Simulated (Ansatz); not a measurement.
**BNH+ (triplet): one geometry, many settings**

What do other methods and options give for BNH+ (triplet) at this geometry, and how long do they take?

Program: Ansatz 0.2.0, Gaussian basis. Level of theory: the settings change from run to run. These are calculated values, not measurements.

17 further runs of the same task are left out: 11 that didn't finish, 6 set aside as unsound or not needed.

**1. The system**

The geometry is a PBE0/def2-TZVP stationary point (not a proven minimum) of the parent state, kept for this charge and spin.

3 atoms, charge 1, spin multiplicity 3.

Atoms are counted from 1 here; the program's logs count them from 0.

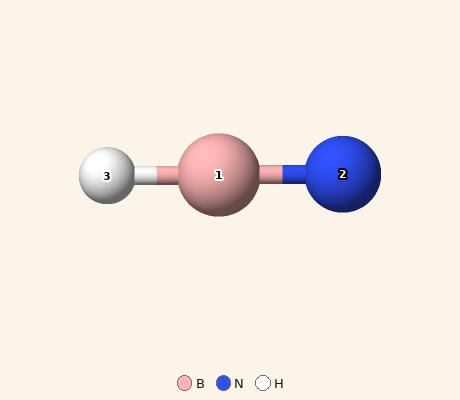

The structure; boron pink, nitrogen blue, hydrogen white; atoms are numbered from 1 in the order of the file.

Coordinates:

```xyz
3
BHN
B     0.00000    0.00000    0.04392
N     0.00000    0.00000   -1.26174
H     0.00000    0.00000    1.21782
```

**2. MRCISD+Q(relaxed)(2,4)/6-31G***

File in.yaml:

```yaml
crystal:
  periodic: [false, false, false]
  atoms:
    - {symbol: B, position_ang: [0.000000, 0.000000, 0.043923]}
    - {symbol: N, position_ang: [0.000000, 0.000000, -1.261739]}
    - {symbol: H, position_ang: [0.000000, 0.000000, 1.217815]}
basis:
  gaussian: {orbitals: "6-31G*", point_charges: [{charge: 0.50, position_ang: [4.403, 0.154, 0.329]}]}
total_charge: 1
magnetization: {spin_polarized: false, initial_magnetization: 2}
correlation: {method: fic_mrcisd_q_relaxed, electrons: outside_noble_gas, active_space: {window: {electrons: 2, orbitals: 4}, states: [{multiplicity: 3, weights: [1, 1, 1]}]}}
scf: {lower_state_search: off}
```

Launch:

```console
$ ansatz run in.yaml --threads 1 --pin off --events-out ev --progress --plain --max-ram 2393MiB
```

Output (excerpt; [...] marks lines left out):

```text
Functional definition: HF
  name "HF"
  cite "Fock, Z. Phys. 61, 126 (1930) doi:10.1007/BF01340294"
  parent pbe
[...]
530 factors; integrals over basis functions are off by at most 2.1e-7 eV
[...]
mean field -2155.75376522 eV, -79.2224896494 hartree, gradient 9.8e-7 eV, S^2 2.000000; 0 other end points of the search recorded, 0 dependent functions left out
reference -2155.75376522 eV, -79.2224896494 hartree; 7, 5 occupied and 25, 27 virtual orbitals, 530 factors
state -2155.53747380 eV, -79.2145410865 hartree
state -2147.14461052 eV, -78.9061090496 hartree
state -2147.12566725 eV, -78.9054128972 hartree
contracted CI cycle   1: correlation 0.00000000 eV, 0.0000000000 hartree, residual 1.99e1 eV
contracted CI cycle   2: correlation -4.53881272 eV, -0.1667982910 hartree, residual 3.16e0 eV
contracted CI cycle   3: correlation -4.69851991 eV, -0.1726674221 hartree, residual 1.04e0 eV
contracted CI cycle   4: correlation -4.71593418 eV, -0.1733073845 hartree, residual 3.33e-1 eV
contracted CI cycle   5: correlation -4.71790142 eV, -0.1733796792 hartree, residual 1.39e-1 eV
contracted CI cycle   6: correlation -4.71825461 eV, -0.1733926588 hartree, residual 5.82e-2 eV
contracted CI cycle   7: correlation -4.71832868 eV, -0.1733953809 hartree, residual 2.55e-2 eV
contracted CI cycle   8: correlation -4.71834109 eV, -0.1733958369 hartree, residual 1.07e-2 eV
[...]
contracted CI cycle   5: correlation -4.41082432 eV, -0.1620948041 hartree, residual 4.17e-1 eV
contracted CI cycle   6: correlation -4.41080168 eV, -0.1620939720 hartree, residual 4.11e-1 eV
contracted CI cycle   7: correlation -4.41409434 eV, -0.1622149750 hartree, residual 3.62e-1 eV
contracted CI cycle   8: correlation -4.41610288 eV, -0.1622887875 hartree, residual 1.94e-1 eV
contracted CI cycle   9: correlation -4.41698967 eV, -0.1623213763 hartree, residual 1.29e-1 eV
contracted CI cycle  10: correlation -4.41809045 eV, -0.1623618294 hartree, residual 2.37e-1 eV
contracted CI cycle  11: correlation -4.41640556 eV, -0.1622999108 hartree, residual 1.87e-1 eV
contracted CI cycle  12: correlation -4.41685236 eV, -0.1623163305 hartree, residual 5.94e-2 eV
contracted CI cycle  13: correlation -4.41704951 eV, -0.1623235755 hartree, residual 1.54e-1 eV
contracted CI cycle  14: correlation -4.41691749 eV, -0.1623187237 hartree, residual 4.41e-2 eV
contracted CI cycle  15: correlation -4.41693651 eV, -0.1623194227 hartree, residual 2.26e-2 eV
contracted CI cycle  16: correlation -4.41694849 eV, -0.1623198630 hartree, residual 1.41e-2 eV
contracted CI cycle  17: correlation -4.41695280 eV, -0.1623200216 hartree, residual 8.05e-3 eV
contracted CI cycle  18: correlation -4.41695394 eV, -0.1623200634 hartree, residual 3.05e-3 eV
contracted CI cycle  19: correlation -4.41695408 eV, -0.1623200684 hartree, residual 1.08e-3 eV
state -2147.12566725 eV, -78.9054128972 hartree; corrected -2151.90224153 eV, -79.0809487644 hartree
Total energy: -2154.80579995 eV, -79.1876525682 hartree
Checks for a lower state left out: stability, starts, cluster_reference, orbital_swaps, neighbouring_geometries, increment
```

It took 1.2 s on 1 thread of Arm Neoverse V1, shared host.

From the report: 16 determinants; active occupations (of the averaged states) 0.75, 0.57, 0.43, 0.24.

**3. CCSDT(Q) on ROHF/6-31G***

File in.yaml:

```yaml
crystal:
  periodic: [false, false, false]
  atoms:
    - {symbol: B, position_ang: [0.000000, 0.000000, 0.043923]}
    - {symbol: N, position_ang: [0.000000, 0.000000, -1.261739]}
    - {symbol: H, position_ang: [0.000000, 0.000000, 1.217815]}
basis:
  gaussian: {orbitals: "6-31G*"}
total_charge: 1
magnetization: {spin_polarized: false, initial_magnetization: 2}
correlation: {method: ccsdt_q, electrons: valence}
accuracy: high
```

Launched as before.

Output (excerpt; [...] marks lines left out):

```text
Functional definition: HF
  name "HF"
  cite "Fock, Z. Phys. 61, 126 (1930) doi:10.1007/BF01340294"
  parent pbe
[...]
592 factors; integrals over basis functions are off by at most 3.2e-9 eV
[...]
mean field -2157.38587320 eV, -79.2824685114 hartree, gradient 1.6e-8 eV, S^2 2.000000; 8 other end points of the search recorded, 0 dependent functions left out
[...]
determinant -2157.38587320 eV, -79.2824685114 hartree, with singles and doubles -2162.07607653 eV, -79.4548303046 hartree
determinant -2156.19606700 eV, -79.2387439399 hartree, with singles and doubles -2161.10814143 eV, -79.4192593458 hartree
determinant -2149.55154666 eV, -78.9945623213 hartree, with singles and doubles -2155.80328975 eV, -79.2243096423 hartree
2 core orbitals not correlated: weight in the atoms' cores, before any rotation towards them, 1.000 or more for the frozen orbitals, at most 0.000 for the correlated occupied ones
reference -2157.38587320 eV, -79.2824685114 hartree; 5, 3 occupied and 25, 27 virtual orbitals, 592 factors
second order -3.89120525 eV of doubles, -0.07321954 eV of singles
cycle   1  -4.49347885 eV  change   -5.3e-1 eV  update   5.6e-2
[...]
cycle  25  -4.81322156 eV  change  -1.3e-10 eV  update  5.1e-10
perturbative correction -0.00493232 eV, -0.0001812595 hartree
Total energy: -2162.20402708 eV, -79.4595324006 hartree
```

Run time: 7.5 s. Hardware: 1 thread of Arm Neoverse V1, shared host.

From the report: correlation -4.8182 eV; T1 0.018; largest double amplitude 0.05.

**4. CISD/6-31G**

in.yaml, as its differences from that of step 3:

```diff
@@ -7,6 +7,6 @@
 basis:
-  gaussian: {orbitals: "6-31G*"}
+  gaussian: {orbitals: 6-31G, point_charges: [{charge: -0.50, position_ang: [2.742, 0.541, 0.019]}]}
 total_charge: 1
 magnetization: {spin_polarized: false, initial_magnetization: 2}
-correlation: {method: ccsdt_q, electrons: valence}
+correlation: {active_space: {ras: {orbitals: [3, 2, 13], electrons: 8, max_holes: 2, max_particles: 2}, fixed_orbitals: true}}
 accuracy: high
```

Launched as before.

Output:

```text
Functional definition: HF
  name "HF"
  cite "Fock, Z. Phys. 61, 126 (1930) doi:10.1007/BF01340294"
  parent pbe
  exchange = exact_x
  correlation = 0
464 factors; integrals over basis functions are off by at most 3.3e-9 eV
mean field evaluation 1: about -2157.8245 eV, gradient 1.9e1 eV
mean field evaluation 2: about -2157.8271 eV, gradient 1.9e1 eV
mean field evaluation 4: about -2158.8475 eV, gradient 2.6e0 eV
mean field evaluation 8: about -2158.8664 eV, gradient 1.1e-3 eV
mean field evaluation 16: about -2158.8603 eV, gradient 8.9e-1 eV
mean field evaluation 32: about -2157.9345 eV, gradient 2.9e-5 eV
mean field -2158.86640726 eV, -79.3368771344 hartree, gradient 2.8e-8 eV, S^2 2.000000; 8 other end points of the search recorded, 0 dependent functions left out
reference -2158.86640726 eV, -79.3368771344 hartree; 7, 5 occupied and 13, 15 virtual orbitals, 464 factors
state -2161.69107006 eV, -79.4406815780 hartree
Total energy: -2161.69107006 eV, -79.4406815780 hartree
```

Run time: 0.42 s. Hardware: 1 thread of Arm Neoverse V1, shared host.

From the report: 14,598 determinants.

**5. BCCD on ROHF/def2-mTZVP**

File in.yaml:

```yaml
crystal:
  periodic: [false, false, false]
  atoms:
    - {symbol: B, position_ang: [0.000000, 0.000000, 0.043923]}
    - {symbol: N, position_ang: [0.000000, 0.000000, -1.261739]}
    - {symbol: H, position_ang: [0.000000, 0.000000, 1.217815]}
basis:
  gaussian: {orbitals: def2-mTZVP}
total_charge: 1
magnetization: {spin_polarized: false, initial_magnetization: 2}
correlation: {method: bccd, electrons: valence}
output: {forces: true}
```

The command is unchanged.

Output (excerpt; [...] marks lines left out):

```text
Functional definition: HF
  name "HF"
  cite "Fock, Z. Phys. 61, 126 (1930) doi:10.1007/BF01340294"
  parent pbe
[...]
365 factors; integrals over basis functions are off by at most 1.3e-3 eV
[...]
mean field -2157.94424798 eV, -79.3029884060 hartree, gradient 2.7e-6 eV, S^2 2.000000; 8 other end points of the search recorded, 0 dependent functions left out
[...]
determinant -2157.94424798 eV, -79.3029884060 hartree, with singles and doubles -2162.78076737 eV, -79.4807272154 hartree
determinant -2156.76838572 eV, -79.2597762650 hartree, with singles and doubles -2161.84253790 eV, -79.4462479182 hartree
determinant -2150.13968553 eV, -79.0161760261 hartree, with singles and doubles -2156.55831399 eV, -79.2520562712 hartree
2 core orbitals not correlated: weight in the atoms' cores, before any rotation towards them, 1.000 or more for the frozen orbitals, at most 0.000 for the correlated occupied ones
reference -2157.94424798 eV, -79.3029884060 hartree; 5, 3 occupied and 34, 36 virtual orbitals, 365 factors
second order -4.06707502 eV of doubles, -0.07718894 eV of singles
cycle   1  -4.83172214 eV  change   -2.2e-1 eV  update   1.6e-2
[...]
cycle  11  -4.84674894 eV  change    3.6e-8 eV  update   2.3e-7
[...]
Total energy: -2162.79099692 eV, -79.4811031444 hartree
Atom 0 at     0.000000     0.000000     0.043923 Å, force     0.000000    -0.000000     6.271966 eV/Å
Atom 1 at     0.000000     0.000000    -1.261739 Å, force    -0.000000    -0.000000    -6.152144 eV/Å
Atom 2 at     0.000000     0.000000     1.217815 Å, force    -0.000000     0.000000    -0.119822 eV/Å
Dipole moment:     0.000000    -0.000000     0.641753 e Å
```

Run time: 2.7 s. Hardware: 1 thread of Arm Neoverse V1, shared host.

From the report: correlation -4.8467 eV; largest double amplitude 0.04.

**6. CCSDT(Q)/6-31G**

File in.yaml:

```yaml
crystal:
  periodic: [false, false, false]
  atoms:
    - {symbol: B, position_ang: [0.000000, 0.000000, 0.043923]}
    - {symbol: N, position_ang: [0.000000, 0.000000, -1.261739]}
    - {symbol: H, position_ang: [0.000000, 0.000000, 1.217815]}
basis:
  gaussian: {orbitals: 6-31G}
total_charge: 1
magnetization: {spin_polarized: true, initial_magnetization: 2}
hamiltonian: {xc: {name: r2SCAN}}
correlation: {method: ccsdt_q, electrons: outside_noble_gas}
accuracy: high
scf: {lower_state_search: light}
```

Same command.

Output (excerpt; [...] marks lines left out):

```text
Functional definition: r2SCAN
  name "r2SCAN"
  cite "Furness, Kaplan, Ning, Perdew & Sun, J. Phys. Chem. Lett. 11, 8208 (2020) doi:10.1021/acs.jpclett.0c02405"
  cite "Furness, Kaplan, Ning, Perdew & Sun, J. Phys. Chem. Lett. 11, 9248 (2020) doi:10.1021/acs.jpclett.0c03077"
  parent r2scan
[...]
464 factors; integrals over basis functions are off by at most 3.3e-9 eV
[...]
mean field -2165.71493153 eV, -79.5885557593 hartree, gradient 1.1e-8 eV, S^2 2.005018; 7 other end points of the search recorded, 0 dependent functions left out
2 core orbitals not correlated: weight in the atoms' cores, before any rotation towards them, 1.000 or more for the frozen orbitals, at most 0.000 for the correlated occupied ones
reference -2156.05065090 eV, -79.2333999968 hartree; 5, 3 occupied and 13, 15 virtual orbitals, 464 factors
second order -2.49534599 eV of doubles, -0.14079021 eV of singles
cycle   1  -2.89223883 eV  change   -2.6e-1 eV  update   5.3e-2
[...]
cycle  25  -3.13406732 eV  change  -2.7e-10 eV  update  5.3e-10
perturbative correction -0.00400223 eV, -0.0001470792 hartree
Total energy: -2159.18872044 eV, -79.3487219256 hartree
```

Wall time 12 s (1 thread of Arm Neoverse V1, shared host).

From the report: ⟨S²⟩ of the determinant 2.005 (pure triplet: 2.00); correlation -3.1381 eV; T1 0.013; largest double amplitude 0.06. The orbitals are Kohn-Sham ones, so correlation energy and T1 don't compare with those on Hartree-Fock orbitals.

**7. All runs side by side**

Where basis and cores are those of an earlier FCI/6-31G run (-2159.2126 eV), and the state is the same kind, the miss against it is given.

```
                                                                        level         correlated  functions  energy (eV)  from FCI (meV)    time
MRCISD+Q(relaxed)(2,4)/6-31G* (mean of several states, beside a point charge)  outside noble gas         32   -2154.8058                   1.2 s
                                                      CCSDT(Q) on ROHF/6-31G*            valence         32   -2162.2040                   7.5 s
                                           CISD/6-31G (beside a point charge)  outside noble gas         20   -2161.6911                  0.42 s
                                                      BCCD on ROHF/def2-mTZVP            valence         41   -2162.7910                   2.7 s
                                          CCSDT(Q)/6-31G (on r2SCAN orbitals)  outside noble gas         20   -2159.1887            23.9    12 s
```

**8. What came out**

```
quantity                                       value
    runs                                           5
quickest  CISD/6-31G (beside a point charge), 0.42 s
 slowest   CCSDT(Q)/6-31G (on r2SCAN orbitals), 12 s
```

**Reading.** Total energies in different bases, with other cores or another treatment of relativity can't be set against each other. CCSDT(Q)/6-31G (on r2SCAN orbitals) took 29 times as long as CISD/6-31G (beside a point charge); the jobs differ in more than the method. Cores frozen from Kohn-Sham orbitals shift the total energy.
